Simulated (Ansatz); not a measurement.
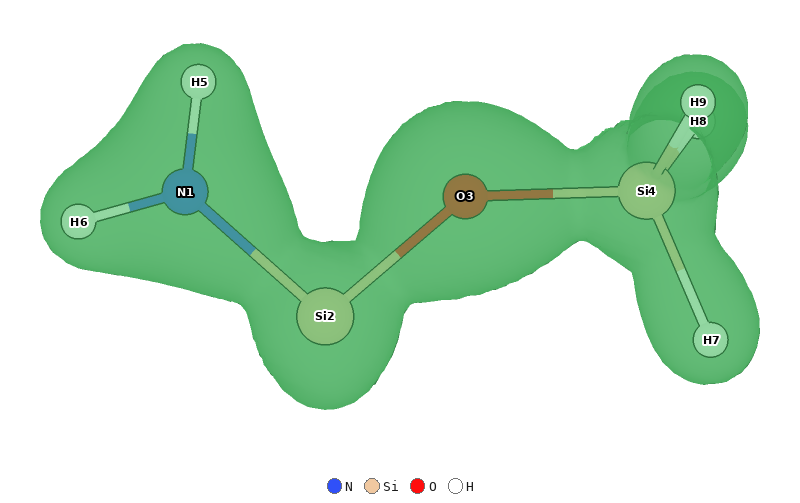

Figure. H5NOSi2. Isosurface of the electron density at 0.5 e/Å³ (green), seen across its widest extent.

Level of theory: RKS BLYP-D4/def2-SVP in Ansatz.

The calculation's input:

```
crystal:
  periodic: [false, false, false]
  atoms:
    - { symbol: "N", position_ang: [-0.8457, 2.157, -0.8335] }
    - { symbol: Si, position_ang: [-0.9433, 1.1436, 0.4827] }
    - { symbol: O, position_ang: [0.0051, -0.0993, 0.004] }
    - { symbol: Si, position_ang: [0.6659, -1.5335, 0.6152] }
    - { symbol: H, position_ang: [0.0751, 2.4503, -1.0536] }
    - { symbol: H, position_ang: [-1.1976, 1.7179, -1.6806] }
    - { symbol: H, position_ang: [-0.5356, -2.4273, 0.9145] }
    - { symbol: H, position_ang: [1.519, -2.1745, -0.3827] }
    - { symbol: H, position_ang: [1.3456, -1.2804, 1.9169] }
basis:
  gaussian: { orbitals: def2-SVP }
hamiltonian:
  xc: blyp
  dispersion: d4
relax:
  f_tol: 0.015
  max_steps: 40
output:
  orbitals: {}
```

Launched as:

```sh
ansatz run input.yaml --threads 1 --pin off --max-ram 2048MiB --backend cpu --events-out ev --progress --plain --runs-dir out
```

The fields are those of the relaxed geometry.

> What does this surface tell about the bonding?

At this value the surface is in one piece. It bridges the shortest Si–O (1.68 Å), Si–N (1.74 Å), N–H (1.02 Å) and Si–H (1.50 Å) contacts, where the density stays above the isovalue. On the grid the lowest density along these lines, outside the cores, is 0.85 e/Å³ (Si–O, 1.68 Å), 0.82 e/Å³ (Si–N, 1.74 Å), 2.1 e/Å³ (N–H, 1.02 Å) and 0.75 e/Å³ (Si–H, 1.50 Å).
